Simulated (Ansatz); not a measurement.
## Electronic structure of F3GeH3OSi (SMILES F[Si](F)(F)[O][GeH3]) in real space

| atom | x (Å) | y (Å) | z (Å) |
| --- | --- | --- | --- |
| F | -0.0401 | -2.3790 | -0.1905 |
| F | -1.3415 | -0.4038 | -1.1836 |
| F | -2.6178 | -2.4453 | -0.2591 |
| Ge | -0.5489 | 0.2897 | 2.5236 |
| O | -1.4439 | -0.8208 | 1.4357 |
| Si | -1.3609 | -1.4953 | -0.0158 |
| H | -0.4376 | 1.6418 | 1.8054 |
| H | 0.8278 | -0.3369 | 2.7849 |
| H | -1.4057 | 0.3687 | 3.7899 |

Geometry: PBE0-D4/def2-SVP.

The calculation used isolated molecule in a Gaussian basis; Kohn-Sham density functional theory, functional PBE0 in Ansatz 0.2.0.

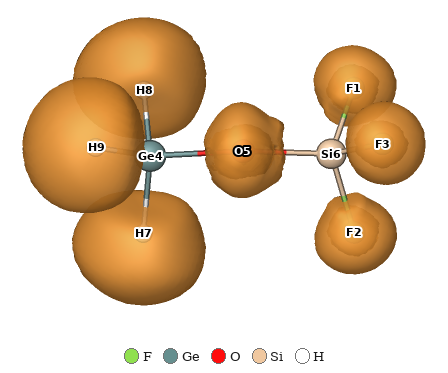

Figure 1. Isosurface of the ELF at 0.8 (orange), seen across its widest extent. Core shells and regions of very low density are left out.

What do the ELF domains correspond to?

Answer. The ELF exceeds this value in three regions around hydrogen nuclei, three regions wrapped around F (the valence shell of each) and one region wrapped around O (its valence shell). Along the contacts the grid gives the following. Si–F (1.59 Å): the ELF peaks at about 0.85 in the valence shell of F, 0.6 Å from its nucleus, and is about 0.50 at the midpoint. Si–O (1.60 Å): the ELF peaks at about 0.85 between the atoms; a short, strongly polar bond.

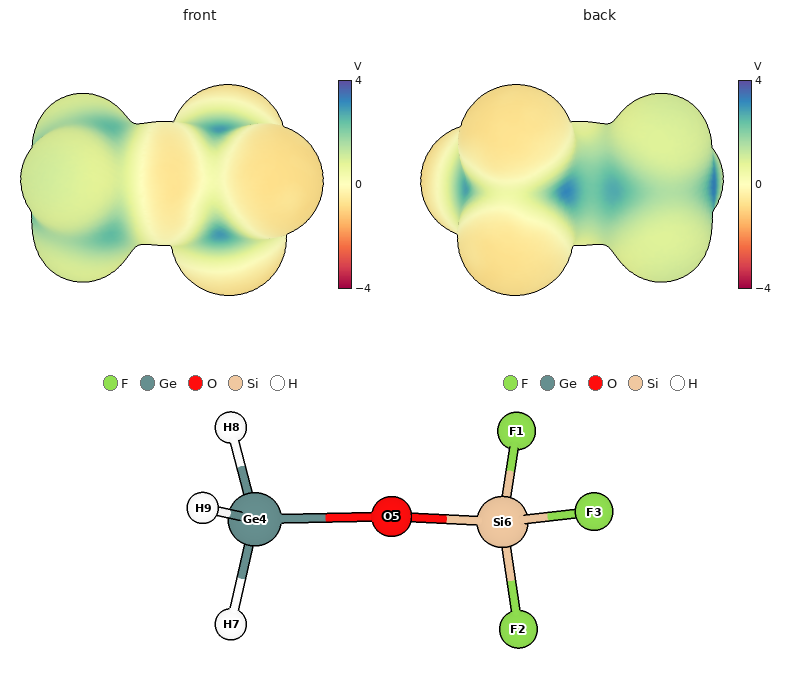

Figure 2. The electrostatic potential painted on the density surface at 0.004 e/bohr³, seen from the front and from behind; the colour scale runs from red (negative) to blue (positive). The bare structure is drawn below in the same view.

Where is the surface potential most negative and most positive?

Answer. The most negative region (about −0.8 V, or −18 kcal/mol for a unit charge) lies over F1, F2 and F3, the most positive (about +3.1 V, or +71 kcal/mol for a unit charge) over Ge4 and Si6.

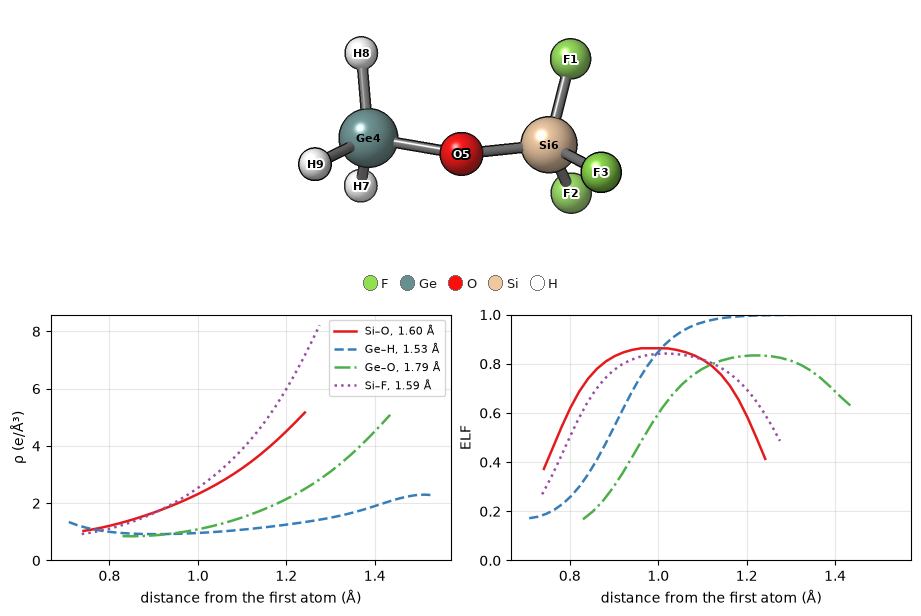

Figure 3. Electron density and electron localisation function along straight lines between neighbouring atoms. The curves leave out the atomic cores. The structure is drawn too.

Compare the contacts.

Answer. Si–O (1.60 Å): ρ is about 1.2 e/Å³ halfway; the ELF peaks at about 0.85 between the atoms; a short, strongly polar bond.
Ge–H (1.53 Å): ρ is about 1.1 e/Å³ halfway; the ELF climbs to about 1 towards the hydrogen.
Ge–O (1.79 Å): the density is about 0.87 e/Å³ at the midpoint; the ELF peaks at about 0.85 in the valence shell of O, 0.6 Å from its nucleus, and is about 0.30 at the midpoint.
Si–F (1.59 Å): ρ at the midpoint is about 1.1 e/Å³; the ELF peaks at about 0.85 in the valence shell of F, 0.6 Å from its nucleus, and is about 0.50 at the midpoint.

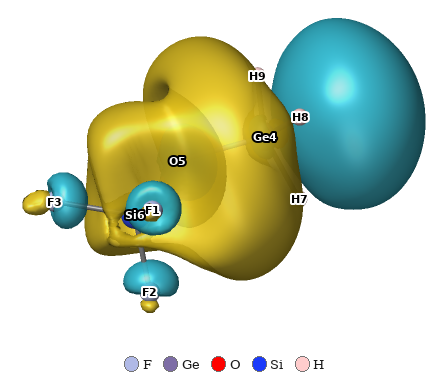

Figure 4. The LUMO at ±0.06 Å⁻³ᐟ² (yellow and cyan are the two phases), seen at an oblique angle.

Describe this orbital and give its energy.

Answer. It lies mainly on Ge4 (about 50 %), Si6 (about 20 %) and O5 (about 10 %). Its energy is −0.77 eV.
